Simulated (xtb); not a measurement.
**Run report: C2HAlF2O, geometry relaxation (part 1 of 3)**

System: C2HAlF2O, SMILES F[C]1=C[O][Al]1[F].
Method: GFN-FF (xtb 6.7.1).

The geometry: force field.

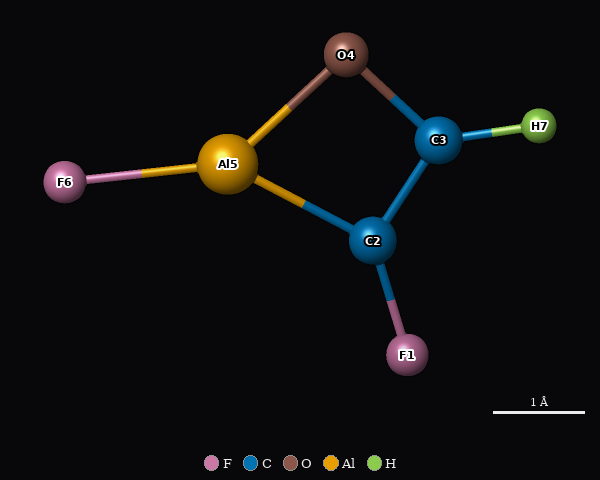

The structure as given in the input (ball-and-stick view, seen at a tilt; atoms are numbered from 1 in the order of the input). Sticks mark near contacts.

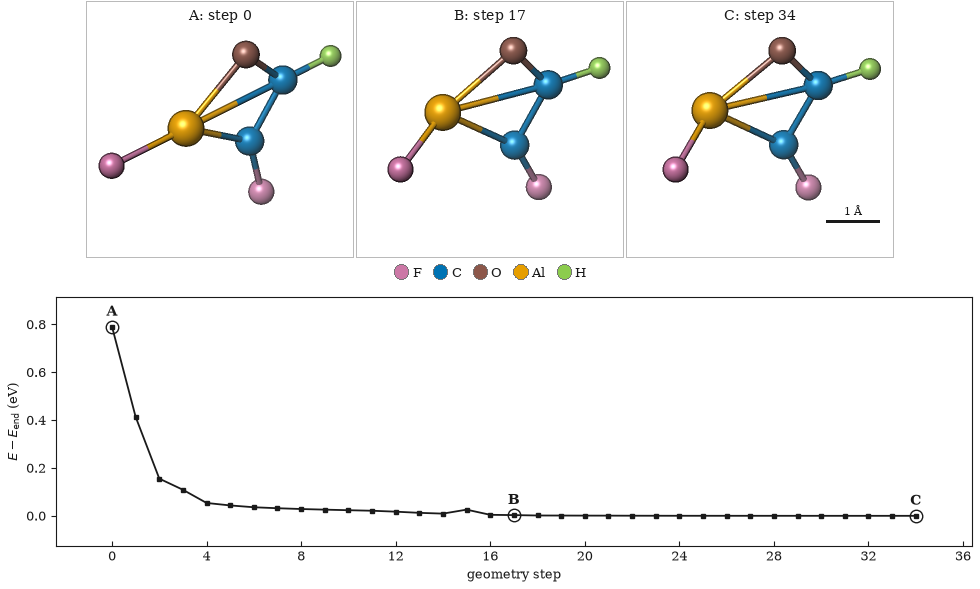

Frames of the relaxation (ball-and-stick view, seen at a tilt) above the curves, on which the letters mark them (steps are counted from 0).

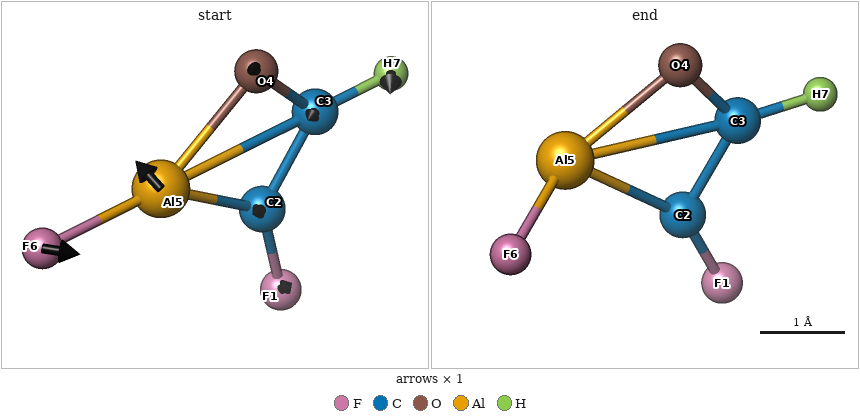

Before (left) and after (right) the relaxation, at one scale (ball-and-stick view, seen at a tilt). The black arrows give the displacements, at true length. The largest moves after the best rigid fit, 0.48 Å, are those of Al5 and F6. By element the largest moves are Al 0.48 Å, F 0.47 Å, H 0.35 Å, C 0.18 Å, O 0.16 Å. Among the contacts that change: C2–Al5 1.830 → 2.056 Å, Al5–F6 1.817 → 1.697 Å, C3–O4 1.433 → 1.319 Å, F1–C2 1.365 → 1.313 Å. Among the angles that change: C3–Al5–F6 179.4° → 136.8°, C2–Al5–F6 145.3° → 118.0°, F1–C2–Al5 134.9° → 154.1°. Over 34 geometry steps the energy falls by 0.790 eV. (Atoms are counted from 1 in the order of the input.)

The input that produced these results follows, with the program's output.

### Input (start.xyz)
```
7

F     -0.77110000    -1.35810000     1.44370000
C     -0.20650000    -0.54660000     0.50230000
C      0.96550000    -0.63850000    -0.16600000
O      0.95260000     0.56310000    -0.94580000
Al    -0.70530000     1.00320000    -0.33410000
F     -1.98460000     2.28780000    -0.45930000
H      1.81070000    -1.37890000    -0.08650000
```

### File .CHRG
```
0
```

### File .UHF
```
0
```

Launch command:
```bash
xtb start.xyz -o vtight --gff --parallel 1 | tee out.txt
```

### What the program printed
```
* xtb version 6.7.1
   ID    Z sym.   atoms
    1    9 F      1, 6
    2    6 C      2, 3
    3    8 O      4
    4   13 Al     5
    5    1 H      7

           -------------------------------------------------
          |                Calculation Setup                |
           -------------------------------------------------

          program call               : xtb start.xyz -o vtight --gff --parallel 1
          coordinate file            : start.xyz
          omp threads                :                     1

          charge from .CHRG file: 0

          ==================== Thresholds ====================
          CN  :   150.00000
          rep :   500.00000
          disp:  2500.00000
          HB1 :   250.00000
          HB2 :   450.00000

          Pauling EN used:
          Z : 1  EN :  2.20
          Z : 6  EN :  2.55
          Z : 8  EN :  3.44
          Z : 9  EN :  3.98
          Z :13  EN :  1.61
          electric field strengths (au): 0.000

           -------------------------------------------------
          |           Force Field Initialization            |
           -------------------------------------------------

          distances ...
          ----------------------------------------
          generating topology and atomic info file ...
          pair mat ...
          computing topology distances matrix with Floyd-Warshall algo ...
          making topology EEQ charges ...
          #fragments for EEQ constrain: 1
          ----------------------------------------
          generating topology and atomic info file ...
          pair mat ...
          computing topology distances matrix with Floyd-Warshall algo ...
          making topology EEQ charges ...
          #fragments for EEQ constrain: 1
          rings ...
          # BATM   15
          # H in HB   1

  atom   neighbors  erfCN metchar sp-hybrid imet pi  qest     coordinates
    1  F       1    0.98   0.00         0    0    1  -0.200   -1.457168   -2.566437    2.728198
    2  C       3    2.81   0.00         2    0    1   0.093   -0.390228   -1.032924    0.949209
    3  C       3    3.33   0.00         2    0    1   0.112    1.824531   -1.206590   -0.313695
    4  O       2    1.94   0.00         2    0    1  -0.289    1.800153    1.064105   -1.787303
    5  Al      3    3.33   0.19         2    1    0   0.372   -1.332824    1.895773   -0.631357
    6  F       1    0.97   0.00         0    0    0  -0.208   -3.750350    4.323315   -0.867951
    7  H       1    0.97   0.01         0    0    0   0.120    3.421727   -2.605743   -0.163461

          #atoms :   7
          #bonds :   7
          #angl  :   10
          #tors  :   14
          #nmol  :   1
          #optfrag :   1
           -------------------------------------------------
          |                   G F N - F F                   |
          |          A general generic force-field          |
          |                  Version 1.0.3                  |
           -------------------------------------------------
          Number of HB bonds (bound hydrogen)     36
          Number of HB bonds (unbound hydrogen)   0
          Number of XB bonds                      0

 E+G (total)                   0 d,  0 h,  0 min,  0.000 sec
 distance/D3 list               ...        0 min,  0.000 sec (  1.759%)
 non bonded repulsion           ...        0 min,  0.000 sec ( 14.071%)
 dCN                            ...        0 min,  0.000 sec (  3.720%)
 EEQ energy and q               ...        0 min,  0.000 sec (  7.843%)
 D3                             ...        0 min,  0.000 sec (  9.573%)
 EEQ gradient                   ...        0 min,  0.000 sec (  3.114%)
 bonds                          ...        0 min,  0.000 sec (  8.190%)
 bend and torsion               ...        0 min,  0.000 sec ( 13.091%)
 bonded ATM                     ...        0 min,  0.000 sec (  5.277%)
 HB/XB (incl list setup)        ...        0 min,  0.000 sec ( 10.784%)

         :::::::::::::::::::::::::::::::::::::::::::::::::::::
         ::                     SUMMARY                     ::
         :::::::::::::::::::::::::::::::::::::::::::::::::::::
         :: total energy              -0.998797088802 Eh    ::
         :: gradient norm              0.162375590628 Eh/a0 ::
         ::.................................................::
         :: bond energy               -0.985840600133 Eh    ::
         :: angle energy               0.019661921744 Eh    ::
         :: torsion energy             0.003616315459 Eh    ::
         :: repulsion energy           0.053136124172 Eh    ::
         :: electrostat energy        -0.088591462649 Eh    ::
         :: dispersion energy         -0.002465228454 Eh    ::
         :: HB energy                  0.000000000000 Eh    ::
         :: XB energy                  0.000000000000 Eh    ::
         :: bonded atm energy          0.001685841058 Eh    ::
         :: external energy            0.000000000000 Eh    ::
         :: add. restraining           0.000000000000 Eh    ::
         :: total charge              -0.000000000000 e     ::
         :::::::::::::::::::::::::::::::::::::::::::::::::::::

      -----------------------------------------------------------
     |                   =====================                   |
     |                        A N C O P T                        |
     |                   =====================                   |
     |               Approximate Normal Coordinate               |
     |                Rational Function Optimizer                |
      -----------------------------------------------------------
      -----------------------------------------------------------
     |                   =====================                   |
     |                        A N C O P T                        |
     |                   =====================                   |
     |               Approximate Normal Coordinate               |
     |                Rational Function Optimizer                |
      -----------------------------------------------------------

          ...................................................
          :                      SETUP                      :
          :.................................................:
          :   optimization level         verytight          :
          :   max. optcycles                   200          :
          :   ANC micro-cycles                  20          :
          :   degrees of freedom                15          :
          :.................................................:
          :   RF solver                   davidson          :
          :   write xtbopt.log                true          :
          :   linear?                        false          :
          :   energy convergence         0.1000000E-06 Eh   :
          :   grad. convergence          0.2000000E-03 Eh/α :
          :   maxmium RF displ.          1.0000000          :
          :   Hlow (freq-cutoff)         0.1000000E-01      :
          :   Hmax (freq-cutoff)         5.0000000          :
          :   S6 in model hess.         20.0000000          :
          ...................................................

generating ANC from exact Hessian ...
Using GFN-FF Lindh-Hessian
 Shifting diagonal of input Hessian by    9.1402769449210729E-003
 Lowest  eigenvalues of input Hessian
    0.000000    0.000000    0.000000    0.000000    0.000000    0.000000
    0.010000    0.077299    0.154930    0.222417    0.332430    0.441408
    0.472747    0.633309    0.913587    1.141561    1.429483    2.111347
 Highest eigenvalues
    1.141561    1.429483    2.111347    2.161247    6.949605   16.027406

........................................................................
.............................. CYCLE    1 ..............................
........................................................................
     iter. time                 ...        0 min,  0.000 sec
 * total energy  :    -0.9987971 Eh     change        0.0000000E+00 Eh
   gradient norm :     0.1623756 Eh/α   predicted     0.0000000E+00 (   0.00%)
   displ. norm   :     0.1557396 α      lambda       -0.1716400E-01
   maximum displ.:     0.0787582 α      in ANC's #4, #2, #10, ...

........................................................................
.............................. CYCLE    2 ..............................
........................................................................
     iter. time                 ...        0 min,  0.000 sec
 * total energy  :    -1.0126563 Eh     change       -0.1385916E-01 Eh
   gradient norm :     0.1019710 Eh/α   predicted    -0.8790155E-02 ( -36.58%)
   displ. norm   :     0.2574716 α      lambda       -0.1789227E-01
   maximum displ.:     0.1397238 α      in ANC's #4, #2, #13, ...

........................................................................
.............................. CYCLE    3 ..............................
........................................................................
     iter. time                 ...        0 min,  0.000 sec
 * total energy  :    -1.0221234 Eh     change       -0.9467172E-02 Eh
   gradient norm :     0.0406602 Eh/α   predicted    -0.9539187E-02 (   0.76%)
   displ. norm   :     0.0848687 α      lambda       -0.2054112E-02
   maximum displ.:     0.0448829 α      in ANC's #5, #2, #4, ...

........................................................................
.............................. CYCLE    4 ..............................
........................................................................
     iter. time                 ...        0 min,  0.000 sec
 * total energy  :    -1.0238348 Eh     change       -0.1711410E-02 Eh
   gradient norm :     0.0276278 Eh/α   predicted    -0.1034455E-02 ( -39.56%)
   displ. norm   :     0.2077631 α      lambda       -0.3360300E-02
   maximum displ.:     0.1194506 α      in ANC's #5, #2, #3, ...

........................................................................
.............................. CYCLE    5 ..............................
........................................................................
     iter. time                 ...        0 min,  0.000 sec
 * total energy  :    -1.0258591 Eh     change       -0.2024226E-02 Eh
   gradient norm :     0.0154877 Eh/α   predicted    -0.1752673E-02 ( -13.42%)
   displ. norm   :     0.0880783 α      lambda       -0.5211976E-03
   maximum displ.:     0.0532717 α      in ANC's #5, #3, #2, ...

........................................................................
.............................. CYCLE    6 ..............................
........................................................................
     iter. time                 ...        0 min,  0.000 sec
 * total energy  :    -1.0262382 Eh     change       -0.3790887E-03 Eh
   gradient norm :     0.0139696 Eh/α   predicted    -0.2626183E-03 ( -30.72%)
   displ. norm   :     0.0906075 α      lambda       -0.4138838E-03
   maximum displ.:     0.0503032 α      in ANC's #5, #3, #1, ...

........................................................................
.............................. CYCLE    7 ..............................
........................................................................
     iter. time                 ...        0 min,  0.000 sec
 * total energy  :    -1.0265173 Eh     change       -0.2791524E-03 Eh
   gradient norm :     0.0120487 Eh/α   predicted    -0.2086420E-03 ( -25.26%)
   displ. norm   :     0.0693867 α      lambda       -0.2090160E-03
   maximum displ.:     0.0510795 α      in ANC's #1, #3, #5, ...
```
